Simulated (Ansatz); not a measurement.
```xyz
3

Si   -0.6242    0.5237   -0.2956
Br    1.3462    0.4053    0.7847
H    -0.7329   -0.9938   -0.5024
```

Theory: RKS PBE0-D4/def2-SVP in Ansatz 0.2.0.

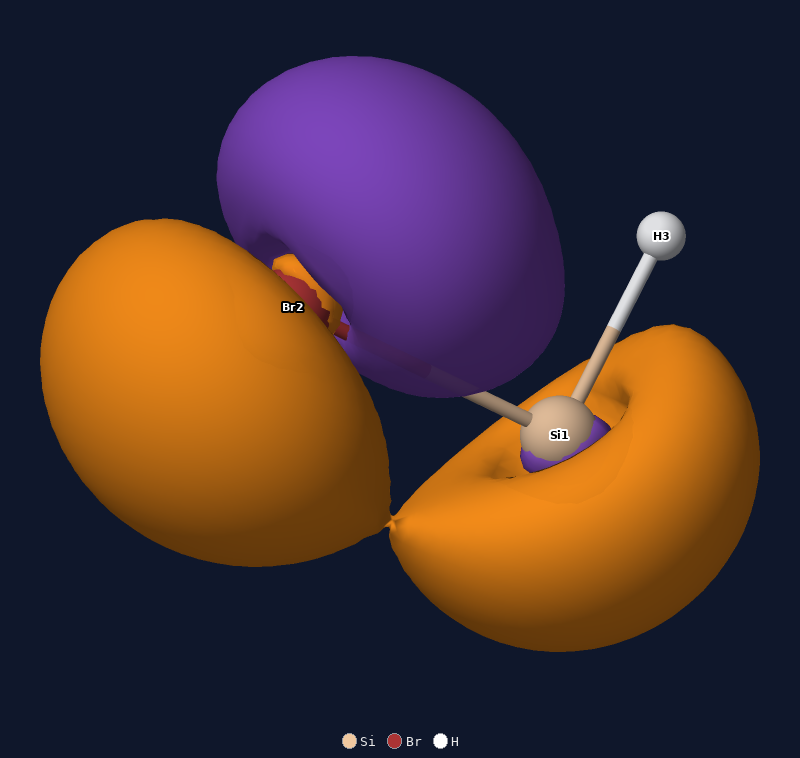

BrHSi. The HOMO−1 at ±0.1 Å⁻³ᐟ² (orange and purple are the two phases), seen at a tilt.

**What is the character of this orbital?**

By Hirshfeld shares it lies mainly on Br2 (about 75 %) and Si1 (about 25 %); it is symmetric in the molecular plane (an in-plane orbital: σ, lone-pair or in-plane π type). Its energy is −8.89 eV.
